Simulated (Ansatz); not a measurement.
## Electronic structure of BFGaH₃ (SMILES [BH2][GaH][F]) in real space

The calculation's input:

```
crystal:
  periodic: [false, false, false]
  atoms:
    - { symbol: B, position_ang: [-0.4344, 0.2567, -0.457] }
    - { symbol: Ga, position_ang: [0.484, -0.3198, 0.6646] }
    - { symbol: F, position_ang: [0.8747, -1.567, 0.1486] }
    - { symbol: H, position_ang: [-1.5619, 0.1962, -0.2446] }
    - { symbol: H, position_ang: [-0.1245, 0.9041, -1.4333] }
    - { symbol: H, position_ang: [0.8041, 0.4658, 1.2756] }
basis:
  gaussian: { orbitals: def2-TZVP }
hamiltonian:
  xc: pbe0
  dispersion: d4
relax:
  f_tol: 0.015
  max_steps: 40
output:
  orbitals: {}
```

Launched as:

```sh
ansatz run input.yaml --threads 2 --pin off --max-ram 3072MiB --backend cpu --events-out ev --progress --plain --runs-dir out
```

The fields are those of the relaxed geometry.

The calculation used Ansatz, RKS PBE0-D4/def2-TZVP.

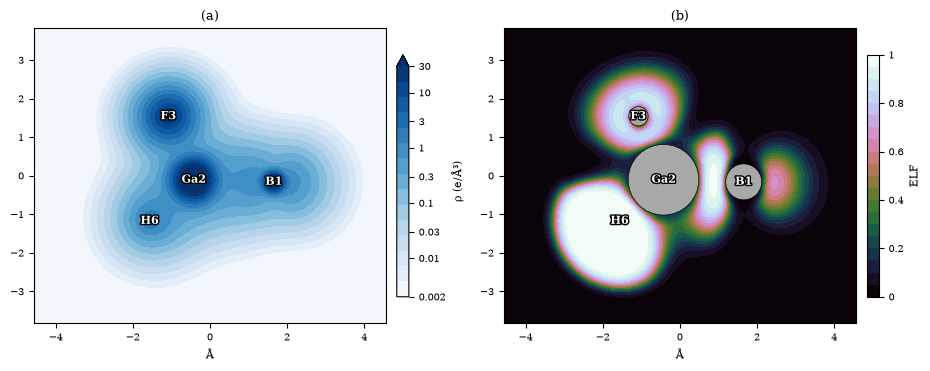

Figure 1. (a) electron density; (b) ELF on the plane of atoms F3, Ga2 and H6. Grey discs cover the atomic cores in the ELF map.

### Interpret the plot.

The plane passes through B, Ga, F and H nuclei. Ga–F (1.77 Å): ρ is about 0.85 e/Å³ halfway; the ELF peaks at about 0.85 in the valence shell of F, 0.5 Å from its nucleus, and is about 0.15 at the midpoint. Ga–B (2.08 Å): ρ is about 0.69 e/Å³ halfway; the ELF peaks at about 0.95 in the valence shell of B, 0.8 Å from its nucleus, and is about 0.75 at the midpoint. Ga–H (1.56 Å): the density is about 1 e/Å³ at the midpoint; the ELF climbs to about 1 towards the hydrogen. The ELF also peaks beside F3, away from the bonds: lone-pair regions.

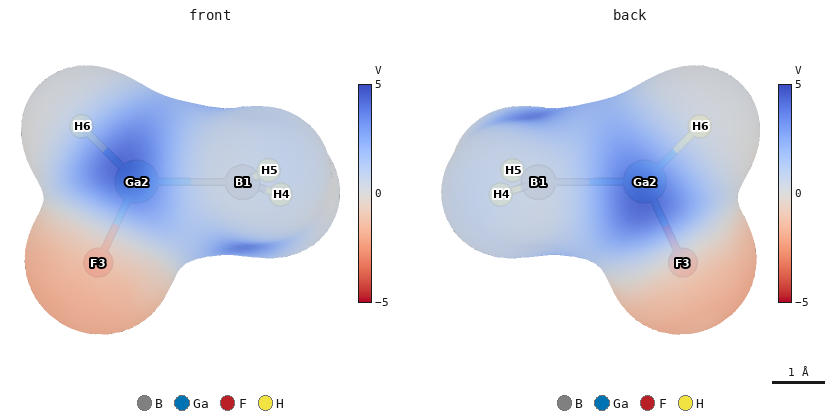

Figure 2. The electrostatic potential painted on the density surface at 0.004 e/bohr³, seen from the front and from behind; red is negative and blue positive.

### Which sites attract a positive test charge, and which a negative one?

A positive charge is drawn to the negative regions and a negative charge to the positive ones. The most negative region (about −1.8 V, or −42 kcal/mol for a unit charge) lies over F3, the most positive (about +4.3 V, or +99 kcal/mol for a unit charge) over Ga2.

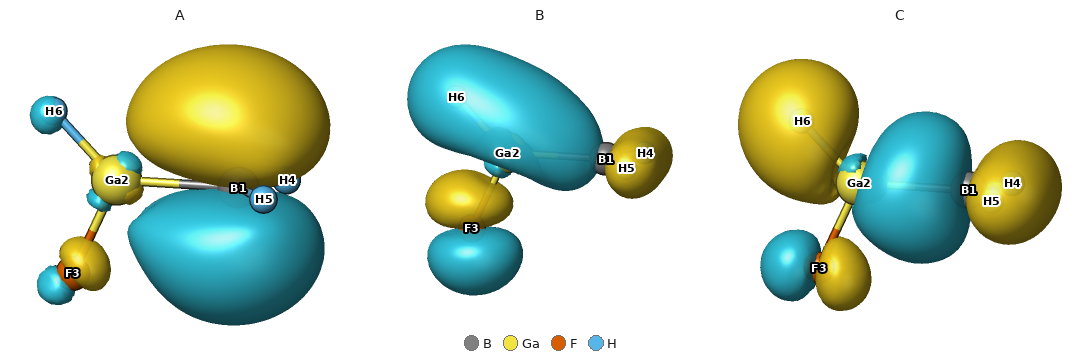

Figure 3. Three frontier orbitals at ±0.08 Å⁻³ᐟ² (yellow and cyan are the two phases), in no order.

### Order the three orbitals by energy and name them.

B is the HOMO−1 (−10.11 eV). Its weight (Hirshfeld) is mainly on F3 (about 45 %), Ga2 (about 30 %), H6 (about 15 %) and B1 (about 10 %). C is the HOMO (−8.02 eV). It lies mainly on B1 (about 30 %), Ga2 (about 30 %), H6 (about 20 %) and F3 (about 10 %). A is the LUMO (−2.74 eV). By Hirshfeld shares it lies mainly on B1 (about 65 %), Ga2 (about 20 %), H4 (about 5 %) and H5 (about 5 %).

### What is the HOMO–LUMO gap?

5.28 eV between the orbital energies.
